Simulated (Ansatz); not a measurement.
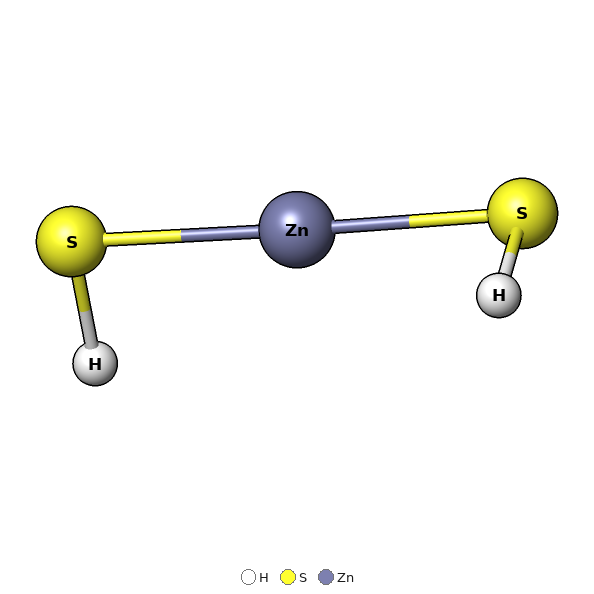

Sticks follow a distance rule. Harmonic vibrations computed with RKS PBE0-D4/def2-TZVP (Ansatz 0.2.0) at a stationary point of the same level.

Is this a minimum or a saddle point?

A minimum: no imaginary frequency, and the lowest mode lies at 99 cm⁻¹.

How many vibrational modes are there, and where do they lie?

9 modes: 99, 99, 150, 331, 469, 646, 647, 2703, 2703 cm⁻¹.
